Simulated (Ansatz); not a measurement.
# AlBHF (quintet): correlated methods under varied settings

Aim: run AlBHF (quintet) at one geometry under a spread of methods and options, and see what each costs and gives.

Program: Ansatz 0.2.0, Gaussian basis. Level of theory: the settings change from run to run. These are calculated values, not measurements.

26 further runs of the same task are left out: 9 that didn't finish, 17 set aside as unsound or not needed.

## Step 1: What is computed

The geometry is a PBE0/def2-TZVP stationary point (not a proven minimum) of the parent state, kept for this charge and spin.

4 atoms, charge 0, spin multiplicity 5.

Atoms are counted from 1 here; the program's logs count them from 0.

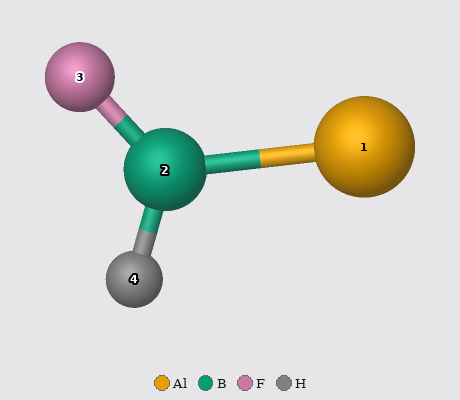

The structure; aluminium amber, boron teal, fluorine pink, hydrogen grey; atoms are numbered from 1 in the order of the file.

## Step 2: CASCI(6,8)/6-31G

in.yaml

```yaml
crystal:
  periodic: [false, false, false]
  atoms:
    - {symbol: Al, position_ang: [0.000000, -0.075183, 1.427166]}
    - {symbol: B, position_ang: [0.000000, 0.523760, -0.596061]}
    - {symbol: F, position_ang: [0.000000, -0.282645, -1.649481]}
    - {symbol: H, position_ang: [0.000000, 1.722317, -0.719901]}
basis:
  gaussian: {orbitals: 6-31G}
magnetization: {spin_polarized: false, initial_magnetization: 4}
correlation: {active_space: {window: {electrons: 6, orbitals: 8}, fixed_orbitals: true}}
```

Command:

```sh
> ansatz run in.yaml --threads 1 --pin off --events-out ev --progress --plain --max-ram 2393MiB
```

Standard output:

```text
Functional definition: HF
  name "HF"
  cite "Fock, Z. Phys. 61, 126 (1930) doi:10.1007/BF01340294"
  parent pbe
  exchange = exact_x
  correlation = 0
371 factors; integrals over basis functions are off by at most 2.5e-4 eV
mean field evaluation 1: about -9968.1658 eV, gradient 2.0e1 eV
mean field evaluation 2: about -9968.1713 eV, gradient 2.0e1 eV
mean field evaluation 4: about -9970.3612 eV, gradient 3.1e0 eV
mean field evaluation 8: about -9970.5388 eV, gradient 3.1e-1 eV
mean field evaluation 16: about -9970.5421 eV, gradient 6.3e-6 eV
mean field -9970.54214637 eV, -366.4106656029 hartree, gradient 6.3e-6 eV, S^2 6.000000; 0 other end points of the search recorded, 0 dependent functions left out
reference -9970.54214637 eV, -366.4106656029 hartree; 16, 12 occupied and 17, 21 virtual orbitals, 371 factors
state -9970.66623552 eV, -366.4152257952 hartree
Total energy: -9970.66623552 eV, -366.4152257952 hartree
```

Wall time 0.24 s (1 thread of Arm Neoverse V1, shared host).

From the report: 232 determinants; active occupations 1.99, 1.00, 1.00, 1.00, 0.99, 0.01, 0.01, 0.00.

## Step 3: CCSD/cc-pVDZ

in.yaml, as its differences from that of step 2:

```diff
@@ -8,4 +8,5 @@
 basis:
-  gaussian: {orbitals: 6-31G}
+  gaussian: {orbitals: cc-pVDZ}
 magnetization: {spin_polarized: false, initial_magnetization: 4}
-correlation: {active_space: {window: {electrons: 6, orbitals: 8}, fixed_orbitals: true}}
+hamiltonian: {xc: {name: B3LYP}}
+correlation: {method: ccsd, electrons: all}
```

Launched as before.

Standard output, cut to the lines that bear on the results:

```text
Functional definition: B3LYP
  name "B3LYP"
  cite "Stephens, Devlin, Chabalowski & Frisch, J. Phys. Chem. 98, 11623 (1994) doi:10.1021/j100096a001"
  cite "Becke, Phys. Rev. A 38, 3098 (1988) doi:10.1103/PhysRevA.38.3098"
  cite "Lee, Yang & Parr, Phys. Rev. B 37, 785 (1988) doi:10.1103/PhysRevB.37.785"
  cite "Vosko, Wilk & Nusair, Can. J. Phys. 58, 1200 (1980) doi:10.1139/p80-159"
[...]
484 factors; integrals over basis functions are off by at most 1.3e-3 eV
[...]
mean field -10001.50674454 eV, -367.5485935971 hartree, gradient 1.9e-6 eV, S^2 6.000000; 0 other end points of the search recorded, 0 dependent functions left out
[...]
reference -9971.84160903 eV, -366.4584199748 hartree; 16, 12 occupied and 35, 39 virtual orbitals, 484 factors
second order -8.49633280 eV of doubles, -0.50036517 eV of singles
cycle   1  -8.64677478 eV  change    3.4e-1 eV  update   1.1e-1
[...]
cycle  11  -9.03355468 eV  change   -2.4e-6 eV  update   2.1e-5
Total energy: -9980.87516371 eV, -366.7903969860 hartree
```

Run time: 4.2 s. Hardware: 1 thread of Arm Neoverse V1, shared host.

From the report: correlation -9.0336 eV; T1 0.018; largest double amplitude 0.06. The orbitals are Kohn-Sham ones, so correlation energy and T1 don't compare with those on Hartree-Fock orbitals.

## Step 4: MP2 on ROHF/def2-SVP

in.yaml, as its differences from that of step 3:

```diff
@@ -8,5 +8,5 @@
 basis:
-  gaussian: {orbitals: cc-pVDZ}
+  gaussian: {orbitals: def2-SVP}
 magnetization: {spin_polarized: false, initial_magnetization: 4}
-hamiltonian: {xc: {name: B3LYP}}
-correlation: {method: ccsd, electrons: all}
+correlation: {method: mp2, electrons: outside_noble_gas}
+accuracy: high
```

The command is unchanged.

Standard output:

```text
Functional definition: HF
  name "HF"
  cite "Fock, Z. Phys. 61, 126 (1930) doi:10.1007/BF01340294"
  parent pbe
  exchange = exact_x
  correlation = 0
1018 factors; integrals over basis functions are off by at most 3.8e-9 eV
mean field evaluation 1: about -9964.9825 eV, gradient 2.1e1 eV
mean field evaluation 2: about -9965.0473 eV, gradient 2.1e1 eV
mean field evaluation 4: about -9967.2546 eV, gradient 3.5e0 eV
mean field evaluation 8: about -9967.4877 eV, gradient 5.5e-1 eV
mean field evaluation 16: about -9967.5007 eV, gradient 6.7e-5 eV
mean field -9967.50065891 eV, -366.2988930003 hartree, gradient 4.9e-8 eV, S^2 6.000000; 0 other end points of the search recorded, 0 dependent functions left out
mean field evaluation 32: about -9967.5421 eV, gradient 8.4e-3 eV
7 core orbitals not correlated: weight in the atoms' cores, before any rotation towards them, 1.000 or more for the frozen orbitals, at most 0.000 for the correlated occupied ones
reference -9967.50065891 eV, -366.2988930003 hartree; 9, 5 occupied and 35, 39 virtual orbitals, 1018 factors
second order -7.47702728 eV of doubles, -0.02386933 eV of singles
Total energy: -9975.00155552 eV, -366.5745458665 hartree
```

Wall time 0.96 s (1 thread of Arm Neoverse V1, shared host).

## Step 5: CCSD(T)/cc-pVDZ

in.yaml, as its differences from that of step 4:

```diff
@@ -8,5 +8,5 @@
 basis:
-  gaussian: {orbitals: def2-SVP}
+  gaussian: {orbitals: cc-pVDZ, point_charges: [{charge: -1.00, position_ang: [3.153, 0.987, -0.778]}]}
 magnetization: {spin_polarized: false, initial_magnetization: 4}
-correlation: {method: mp2, electrons: outside_noble_gas}
-accuracy: high
+hamiltonian: {xc: {name: B3LYP}, pseudopotentials: {relativity: scalar}}
+correlation: {method: ccsd_t, electrons: valence, diis_vectors: 2}
```

The command is unchanged.

Standard output, cut to the lines that bear on the results:

```text
Functional definition: B3LYP
  name "B3LYP"
  cite "Stephens, Devlin, Chabalowski & Frisch, J. Phys. Chem. 98, 11623 (1994) doi:10.1021/j100096a001"
  cite "Becke, Phys. Rev. A 38, 3098 (1988) doi:10.1103/PhysRevA.38.3098"
  cite "Lee, Yang & Parr, Phys. Rev. B 37, 785 (1988) doi:10.1103/PhysRevB.37.785"
  cite "Vosko, Wilk & Nusair, Can. J. Phys. 58, 1200 (1980) doi:10.1139/p80-159"
[...]
484 factors; integrals over basis functions are off by at most 1.3e-3 eV
[...]
mean field -10014.97379527 eV, -368.0434985829 hartree, gradient 3.2e-6 eV, S^2 6.000000; 0 other end points of the search recorded, 0 dependent functions left out
[...]
7 core orbitals not correlated: weight in the atoms' cores, before any rotation towards them, 1.000 or more for the frozen orbitals, at most 0.000 for the correlated occupied ones
reference -9985.39030075 eV, -366.9563252120 hartree; 9, 5 occupied and 35, 39 virtual orbitals, 484 factors
second order -8.19974114 eV of doubles, -0.43532489 eV of singles
cycle   1  -8.32985956 eV  change    2.9e-1 eV  update   1.1e-1
[...]
cycle  15  -8.71274146 eV  change   -6.5e-6 eV  update   1.3e-5
perturbative correction -0.25017104 eV, -0.0091936161 hartree
Total energy: -9994.35321326 eV, -367.2857061713 hartree
Relativity: scalar
```

Wall time 3.7 s (1 thread of Arm Neoverse V1, shared host).

From the report: correlation -8.9629 eV; T1 0.027; largest double amplitude 0.06. The orbitals are Kohn-Sham ones, so correlation energy and T1 don't compare with those on Hartree-Fock orbitals.

## Step 6: MP2 on ROHF/STO-3G

in.yaml

```yaml
crystal:
  periodic: [false, false, false]
  atoms:
    - {symbol: Al, position_ang: [0.000000, -0.075183, 1.427166]}
    - {symbol: B, position_ang: [0.000000, 0.523760, -0.596061]}
    - {symbol: F, position_ang: [0.000000, -0.282645, -1.649481]}
    - {symbol: H, position_ang: [0.000000, 1.722317, -0.719901]}
basis:
  gaussian: {orbitals: STO-3G}
magnetization: {spin_polarized: false, initial_magnetization: 4}
correlation: {method: mp2, electrons: outside_noble_gas}
scf: {lower_state_search: off}
```

Launched as before.

Standard output, cut to the lines that bear on the results:

```text
Functional definition: HF
  name "HF"
  cite "Fock, Z. Phys. 61, 126 (1930) doi:10.1007/BF01340294"
  parent pbe
[...]
242 factors; integrals over basis functions are off by at most 1.0e-4 eV
[...]
mean field -9842.69295558 eV, -361.7122945007 hartree, gradient 1.1e-6 eV, S^2 6.000000; 0 other end points of the search recorded, 0 dependent functions left out
7 core orbitals not correlated: weight in the atoms' cores, before any rotation towards them, 1.000 or more for the frozen orbitals, at most 0.000 for the correlated occupied ones
reference -9842.69295558 eV, -361.7122945007 hartree; 9, 5 occupied and 4, 8 virtual orbitals, 242 factors
second order -1.51897872 eV of doubles, -0.01166000 eV of singles
Total energy: -9844.22359430 eV, -361.7685444361 hartree
Checks for a lower state left out: stability, starts, cluster_reference, orbital_swaps, neighbouring_geometries, increment
```

Run time: 0.09 s. Hardware: 1 thread of Arm Neoverse V1, shared host.

## Step 7: CCSD(T) on UHF/cc-pVDZ

in.yaml, as its differences from that of step 6:

```diff
@@ -8,5 +8,5 @@
 basis:
-  gaussian: {orbitals: STO-3G}
-magnetization: {spin_polarized: false, initial_magnetization: 4}
-correlation: {method: mp2, electrons: outside_noble_gas}
+  gaussian: {orbitals: cc-pVDZ}
+magnetization: {spin_polarized: true, initial_magnetization: 4}
+correlation: {method: ccsd_t, electrons: valence}
 scf: {lower_state_search: off}
```

Launched as before.

Standard output, cut to the lines that bear on the results:

```text
Functional definition: HF
  name "HF"
  cite "Fock, Z. Phys. 61, 126 (1930) doi:10.1007/BF01340294"
  parent pbe
[...]
484 factors; integrals over basis functions are off by at most 1.3e-3 eV
[...]
mean field -9972.58240893 eV, -366.4856438690 hartree, gradient 5.3e-6 eV, S^2 6.003947; 0 other end points of the search recorded, 0 dependent functions left out
7 core orbitals not correlated: weight in the atoms' cores, before any rotation towards them, 1.000 or more for the frozen orbitals, at most 0.000 for the correlated occupied ones
reference -9972.58240893 eV, -366.4856438690 hartree; 9, 5 occupied and 35, 39 virtual orbitals, 484 factors
second order -7.56414615 eV of doubles, -0.00000000 eV of singles
cycle   1  -7.75905868 eV  change   -1.9e-1 eV  update   9.1e-2
[...]
cycle  12  -8.11888888 eV  change   -1.1e-5 eV  update   1.4e-5
perturbative correction -0.19851227 eV, -0.0072951914 hartree
Total energy: -9980.89981008 eV, -366.7913027234 hartree
Checks for a lower state left out: stability, starts, cluster_reference, orbital_swaps, neighbouring_geometries, increment
```

Run time: 1.6 s. Hardware: 1 thread of Arm Neoverse V1, shared host.

From the report: ⟨S²⟩ of the determinant 6.004 (pure quintet: 6.00); correlation -8.3174 eV; T1 0.026; largest double amplitude 0.06.

## Step 8: BCCD(T) on UHF/STO-3G

in.yaml, as its differences from that of step 7:

```diff
@@ -8,5 +8,5 @@
 basis:
-  gaussian: {orbitals: cc-pVDZ}
+  gaussian: {orbitals: STO-3G}
 magnetization: {spin_polarized: true, initial_magnetization: 4}
-correlation: {method: ccsd_t, electrons: valence}
-scf: {lower_state_search: off}
+correlation: {method: bccd_t, electrons: all}
+scf: {lower_state_search: full}
```

The command is unchanged.

Standard output, cut to the lines that bear on the results:

```text
Functional definition: HF
  name "HF"
  cite "Fock, Z. Phys. 61, 126 (1930) doi:10.1007/BF01340294"
  parent pbe
[...]
242 factors; integrals over basis functions are off by at most 1.0e-4 eV
[...]
mean field -9842.71388334 eV, -361.7130635818 hartree, gradient 1.6e-6 eV, S^2 6.002112; 10 other end points of the search recorded, 0 dependent functions left out
determinant -9842.71388334 eV, -361.7130635818 hartree, with singles and doubles -9844.94056568 eV, -361.7948926485 hartree
determinant -9841.65680700 eV, -361.6742167427 hartree, with singles and doubles -9843.63664700 eV, -361.7469745206 hartree
determinant -9839.43855034 eV, -361.5926973140 hartree, with singles and doubles -9841.22805249 eV, -361.6584603050 hartree
reference -9842.71388334 eV, -361.7130635818 hartree; 16, 12 occupied and 4, 8 virtual orbitals, 242 factors
second order -1.67110633 eV of doubles, -0.00000000 eV of singles
cycle   1  -2.19481978 eV  change    3.2e-2 eV  update   2.1e-2
[...]
cycle   9  -2.18012522 eV  change   -9.6e-6 eV  update   2.2e-5
perturbative correction -0.17420783 eV, -0.0064020197 hartree
Total energy: -9845.06821640 eV, -361.7995837258 hartree
```

Run time: 1.1 s. Hardware: 1 thread of Arm Neoverse V1, shared host.

From the report: ⟨S²⟩ of the determinant 6.002 (pure quintet: 6.00); correlation -2.3543 eV; largest double amplitude 0.09.

## Step 9: CCSD(T) on UHF/cc-pVDZ

in.yaml, as its differences from that of step 8:

```diff
@@ -8,5 +8,4 @@
 basis:
-  gaussian: {orbitals: STO-3G}
+  gaussian: {orbitals: cc-pVDZ}
 magnetization: {spin_polarized: true, initial_magnetization: 4}
-correlation: {method: bccd_t, electrons: all}
-scf: {lower_state_search: full}
+correlation: {method: ccsd_t, electrons: valence}
```

Launched as before.

Standard output, cut to the lines that bear on the results:

```text
Functional definition: HF
  name "HF"
  cite "Fock, Z. Phys. 61, 126 (1930) doi:10.1007/BF01340294"
  parent pbe
[...]
484 factors; integrals over basis functions are off by at most 1.3e-3 eV
[...]
mean field -9972.58240893 eV, -366.4856438690 hartree, gradient 5.3e-6 eV, S^2 6.003947; 1 other end points of the search recorded, 0 dependent functions left out
determinant -9972.58240893 eV, -366.4856438690 hartree, with singles and doubles -9980.69734457 eV, -366.7838622533 hartree
determinant -9970.68208106 eV, -366.4158081080 hartree, with singles and doubles -9978.73346496 eV, -366.7116910088 hartree
7 core orbitals not correlated: weight in the atoms' cores, before any rotation towards them, 1.000 or more for the frozen orbitals, at most 0.000 for the correlated occupied ones
reference -9972.58240893 eV, -366.4856438690 hartree; 9, 5 occupied and 35, 39 virtual orbitals, 484 factors
second order -7.56414615 eV of doubles, -0.00000000 eV of singles
cycle   1  -8.11699003 eV  change   -2.1e-3 eV  update   2.3e-3
[...]
cycle   7  -8.11890419 eV  change    2.3e-6 eV  update   1.5e-5
perturbative correction -0.19851228 eV, -0.0072951919 hartree
Total energy: -9980.89982540 eV, -366.7913032866 hartree
```

Run time: 2.9 s. Hardware: 1 thread of Arm Neoverse V1, shared host.

From the report: ⟨S²⟩ of the determinant 6.004 (pure quintet: 6.00); correlation -8.3174 eV; T1 0.026; largest double amplitude 0.06.

## Step 10: MP2 on ROHF/cc-pVDZ

in.yaml, as its differences from that of step 9:

```diff
@@ -9,3 +9,4 @@
   gaussian: {orbitals: cc-pVDZ}
-magnetization: {spin_polarized: true, initial_magnetization: 4}
-correlation: {method: ccsd_t, electrons: valence}
+magnetization: {spin_polarized: false, initial_magnetization: 4}
+correlation: {method: mp2, electrons: outside_noble_gas}
+accuracy: high
```

Launched as before.

Standard output:

```text
Functional definition: HF
  name "HF"
  cite "Fock, Z. Phys. 61, 126 (1930) doi:10.1007/BF01340294"
  parent pbe
  exchange = exact_x
  correlation = 0
1072 factors; integrals over basis functions are off by at most 3.5e-9 eV
mean field evaluation 1: about -9969.9430 eV, gradient 2.0e1 eV
mean field evaluation 2: about -9970.0122 eV, gradient 2.0e1 eV
mean field evaluation 4: about -9972.2862 eV, gradient 3.5e0 eV
mean field evaluation 8: about -9972.5291 eV, gradient 5.3e-1 eV
mean field evaluation 16: about -9972.5403 eV, gradient 6.6e-5 eV
mean field -9972.54032811 eV, -366.4840974273 hartree, gradient 4.5e-8 eV, S^2 6.000000; 0 other end points of the search recorded, 0 dependent functions left out
mean field evaluation 32: about -9972.5825 eV, gradient 8.3e-3 eV
7 core orbitals not correlated: weight in the atoms' cores, before any rotation towards them, 1.000 or more for the frozen orbitals, at most 0.000 for the correlated occupied ones
reference -9972.54032811 eV, -366.4840974273 hartree; 9, 5 occupied and 35, 39 virtual orbitals, 1072 factors
second order -7.57160006 eV of doubles, -0.02400545 eV of singles
Total energy: -9980.13593361 eV, -366.7632307812 hartree
```

Run time: 1.1 s. Hardware: 1 thread of Arm Neoverse V1, shared host.

## Step 11: All runs side by side

Where basis and cores are those of an earlier UCCSDT(Q)/cc-pVDZ run (-9980.9447 eV), and the state is the same kind, the miss against it is given.

```
                                                                     level         correlated  functions  energy (eV)  from UCCSDT(Q) (meV)    time
                                                          CASCI(6,8)/6-31G                            33   -9970.6662                        0.24 s
                                          CCSD/cc-pVDZ (on B3LYP orbitals)                all         51   -9980.8752                         4.2 s
                                                      MP2 on ROHF/def2-SVP  outside noble gas         51   -9975.0016                        0.96 s
CCSD(T)/cc-pVDZ (beside a point charge, on B3LYP orbitals, relativity set)            valence         51   -9994.3532                         3.7 s
                                                        MP2 on ROHF/STO-3G  outside noble gas         20   -9844.2236                        0.09 s
                                                    CCSD(T) on UHF/cc-pVDZ            valence         51   -9980.8998                  44.8   1.6 s
                                                     BCCD(T) on UHF/STO-3G                all         20   -9845.0682                         1.1 s
                                                    CCSD(T) on UHF/cc-pVDZ            valence         51   -9980.8998                  44.8   2.9 s
                                                       MP2 on ROHF/cc-pVDZ  outside noble gas         51   -9980.1359                 808.7   1.1 s
```

## Step 12: Outcome

| quantity | value |
| --- | --- |
| runs | 9 |
| quickest | MP2 on ROHF/STO-3G, 0.09 s |
| slowest | CCSD/cc-pVDZ (on B3LYP orbitals), 4.2 s |

What this shows: Total energies in different bases, with other cores or another treatment of relativity can't be set against each other. CCSD/cc-pVDZ (on B3LYP orbitals) took 46 times as long as MP2 on ROHF/STO-3G; the jobs differ in more than the method. Among the correlated runs with a miss given, it spans +45 to +809 meV.
